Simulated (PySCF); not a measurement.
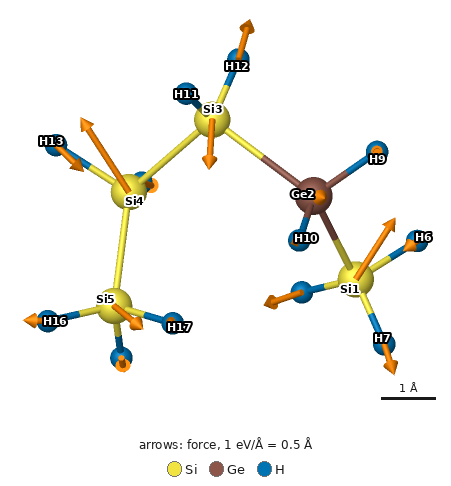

Starting geometry of GeSi$_{4}$H$_{12}$ with the computed forces as orange arrows. Style: ball-and-stick. Shown at a tilt.

The start comes from GFN2-xTB. Its atoms were then displaced at random by about 0.03 Å.

Level of theory: PBE0-D3(BJ)/def2-SVP geometry optimisation, gas phase (PySCF). 

Question: What follows when this structure is relaxed?

Answer: It isn't relaxed: the largest force vector, on a Si atom, is 3.38 eV/Å. The final displacements have little in common with the starting forces (cosine between the two patterns 0.02). An H atom moves most after the best rigid fit: 1.16 Å. Largest moves by element: H 1.16 Å, Si 0.36 Å, Ge 0.31 Å. Some distances before and after: H–Si 1.614 → 1.497 Å, Si–Si 2.237 → 2.345 Å, H–Si 1.405 → 1.497 Å, H–Si 1.429 → 1.498 Å. Among the angles between lasting bonds that change: Si–Ge–Si 121.9° → 108.2°, H–Ge–H 95.0° → 108.2°, H–Si–H 97.1° → 108.6°. Groups turn about Si–Si by about 50°, Ge–Si by about 40°. The energy falls by 0.884 eV in 22 geometry steps.
